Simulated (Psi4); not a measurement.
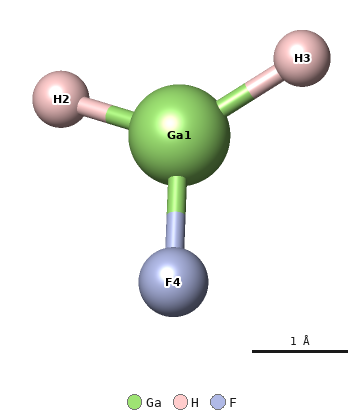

Figure 1. The structure as given in the input (ball-and-stick view, seen at a tilt; atoms are numbered from 1 in the order of the input). Sticks mark near contacts. Bond lengths as drawn: F–Ga 1.73 Å and Ga–H 1.54 Å.

## Optimise calculation, with input and output: GaH2F

GaH2F, computed with SVWN-RPA/STO-3G, RKS (Psi4 1.11).

The run did not end well. The geometry comes from this level: GFN2-xTB.

### Input (input.in)
```
memory 1600 mb

molecule {
  0 1
  Ga     0.051230     0.085260     0.000790
  H      1.586900    -0.059960     0.013870
  H     -0.797470     1.373580    -0.018980
  F     -0.840670    -1.398880     0.004310
}

set basis STO-3G
set geom_maxiter 60

optimize('svwn')
```

Run on 1 thread of Intel Xeon (Sapphire Rapids), 64 GiB of memory available, shared host.

Launched with:
```bash
psi4 -n 1 input.in input.out
```

### Log
```
Psi4 1.11 release

gradient() will perform analytic gradient computation.

   => Loading Basis Set <=

    Name: STO-3G
    Role: ORBITAL
    Keyword: BASIS

         ---------------------------------------------------------
                                   SCF
                              RKS Reference
                        1 Threads,   1525 MiB Core
         ---------------------------------------------------------

  ==> Geometry <==

    Molecular point group: c1
    Full point group: C1

    Geometry (in Angstrom), charge = 0, multiplicity = 1:

       Center              X                  Y                   Z               Mass
    ------------   -----------------  -----------------  -----------------  -----------------
         GA           0.180702664775     0.300693323507    -0.000668582157    68.925573500000
         H            1.716372664775     0.155473323507     0.012411417843     1.007825032230
         H           -0.667997335225     1.589013323507    -0.020438582157     1.007825032230
         F           -0.711197335225    -1.183446676493     0.002851417843    18.998403162730

  Running in c1 symmetry.

  Rotational constants: A =      4.32140  B =      0.36030  C =      0.33257 [cm^-1]
  Rotational constants: A = 129552.35482  B =  10801.50923  C =   9970.23756 [MHz]
  Nuclear repulsion =  110.158828852668748

  Charge       = 0
  Multiplicity = 1
  Electrons    = 42
  Nalpha       = 21
  Nbeta        = 21

  ==> Algorithm <==

  SCF Algorithm Type is DF.
  DIIS enabled.
  MOM disabled.
  Fractional occupation disabled.
  Guess Type is SAD.
  Energy threshold   = 1.00e-08
  Density threshold  = 1.00e-08
  Integral threshold = 1.00e-12

  ==> Primary Basis <==

  Basis Set: STO-3G
    Blend: STO-3G
    Number of shells: 13
    Number of basis functions: 25
    Number of Cartesian functions: 26
    Spherical Harmonics?: true
    Max angular momentum: 2

  ==> DFT Potential <==

   => LibXC <=

    Version 7.1.2

   => Composite Functional: SVWN <=

    Slater exchange
    Vosko, Wilk & Nusair (VWN5_RPA)

    Deriv               =              1
    GGA                 =          FALSE
    Meta                =          FALSE

    Exchange Hybrid     =          FALSE
    MP2 Hybrid          =          FALSE

   => Exchange Functionals <=

    1.0000         XC_LDA_X

   => Correlation Functionals <=

    1.0000   XC_LDA_C_VWN_RPA

   => LibXC Density Thresholds  <==

    XC_LDA_C_VWN_RPA:  1.00E-15
    XC_LDA_X:  1.00E-15

   => Molecular Quadrature <=

    Radial Scheme          =       TREUTLER
    Pruning Scheme         =           NONE
    Nuclear Scheme         =       TREUTLER

    Blocking Scheme        =         OCTREE
    BS radius alpha        =              1
    Pruning alpha          =              1
    Radial Points          =             75
    Spherical Points       =            302
    Total Points           =          85964
    Total Blocks           =            702
    Max Points             =            256
    Max Functions          =             25
    Weights Tolerance      =       1.00E-15

   => Loading Basis Set <=

    Name: (STO-3G AUX)
    Role: JKFIT
    Keyword: DF_BASIS_SCF

  ==> Integral Setup <==

  DFHelper Memory: AOs need 0.003 GiB; user supplied 1.106 GiB.
  SCF_SUBTYPE=INCORE selected. In-core MEM_DF algorithm will be used.
  Using in-core AOs.

  ==> MemDFJK: Density-Fitted J/K Matrices <==

    J tasked:                   Yes
    K tasked:                    No
    wK tasked:                   No
    Memory [MiB]:              1132
    Algorithm:                 Core
    Schwarz Cutoff:           1E-12
    Mask sparsity (%):       1.6000
    Fitting Condition:        1E-10

   => Auxiliary Basis Set <=

  Basis Set: (STO-3G AUX)
    Blend: DEF2-UNIVERSAL-JKFIT
    Number of shells: 97
    Number of basis functions: 379
    Number of Cartesian functions: 504
    Spherical Harmonics?: true
    Max angular momentum: 5

  Cached 100.0% of DFT collocation blocks in 0.012 [GiB].

  Minimum eigenvalue in the overlap matrix is 3.0720445492E-01.
  Reciprocal condition number of the overlap matrix is 1.7533263791E-01.
    Using symmetric orthogonalization.

  ==> Pre-Iterations <==

  SCF Guess: Superposition of Atomic Densities via on-the-fly atomic UHF (no occupation information).

   -------------------------
    Irrep   Nso     Nmo
   -------------------------
     A         25      25
   -------------------------
    Total      25      25
   -------------------------

  ==> Iterations <==

                           Total Energy        Delta E     RMS |[F,P]|

   @DF-RKS iter SAD: -1996.92911119820837   -1.99693e+03   0.00000e+00
   @DF-RKS iter   1: -1997.05107691867693   -1.21966e-01   5.68602e-02 DIIS/ADIIS
   @DF-RKS iter   2: -1975.18053697920504    2.18705e+01   8.07670e-02 DIIS/ADIIS
   @DF-RKS iter   3: -1998.07168903464049   -2.28912e+01   2.62529e-02 DIIS/ADIIS
   @DF-RKS iter   4: -1997.45667483969169    6.15014e-01   5.66017e-02 DIIS/ADIIS
   @DF-RKS iter   5: -1998.54846713669531   -1.09179e+00   2.45161e-02 DIIS/ADIIS
   @DF-RKS iter   6: -1998.60358111731648   -5.51140e-02   1.80600e-02 DIIS/ADIIS
   @DF-RKS iter   7: -1998.55048837239679    5.30927e-02   2.05427e-02 DIIS/ADIIS
   @DF-RKS iter   8: -1998.72775871324166   -1.77270e-01   9.72424e-03 DIIS/ADIIS
   @DF-RKS iter   9: -1998.74843030297984   -2.06716e-02   8.75761e-03 DIIS/ADIIS
[... 81 lines of further cycles ...]
   @DF-RKS iter  91: -1997.68460456853336    1.10729e+00   3.97948e-02 DIIS/ADIIS
   @DF-RKS iter  92: -1997.80971739278471   -1.25113e-01   3.93112e-02 DIIS/ADIIS
   @DF-RKS iter  93: -1997.78554004878470    2.41773e-02   3.93963e-02 DIIS/ADIIS
   @DF-RKS iter  94: -1997.78360349296395    1.93656e-03   4.00950e-02 DIIS/ADIIS
   @DF-RKS iter  95: -1997.83659135661810   -5.29879e-02   3.96519e-02 DIIS/ADIIS
   @DF-RKS iter  96: -1997.89382761798379   -5.72363e-02   4.03331e-02 DIIS/ADIIS
   @DF-RKS iter  97: -1997.96757517101059   -7.37476e-02   3.98527e-02 DIIS/ADIIS
   @DF-RKS iter  98: -1997.97917380575791   -1.15986e-02   3.97065e-02 DIIS/ADIIS
   @DF-RKS iter  99: -1997.95066055750863    2.85132e-02   3.98851e-02 DIIS/ADIIS
   @DF-RKS iter 100: -1997.74056502509552    2.10096e-01   4.18696e-02 DIIS/ADIIS

PsiException: Could not converge SCF iterations in 100 iterations.

  Failed to converge.

psi4.driver.p4util.exceptions.SCFConvergenceError: Could not converge SCF iterations in 100 iterations.

Printing out the relevant lines from the Psithon --> Python processed input file:
      F     -0.840670    -1.398880     0.004310
    """)
    core.IO.set_default_namespace("")
    core.set_global_option("BASIS", "STO-3G")
    core.set_global_option("GEOM_MAXITER", 60)
--> optimize('svwn')

!-------------------------------------------------------!
!                                                       !
!  Could not converge SCF iterations in 100 iterations. !
!                                                       !
!-------------------------------------------------------!

    Psi4 run time: 0:00:06.37
```

### Outcome

```tsv
quantity	value
outcome	not converged
wall time	8.1 s
peak memory	0.23 GiB
```

The run did not converge: “Could not converge SCF iterations in 100 iterations.” Its last values are not results.
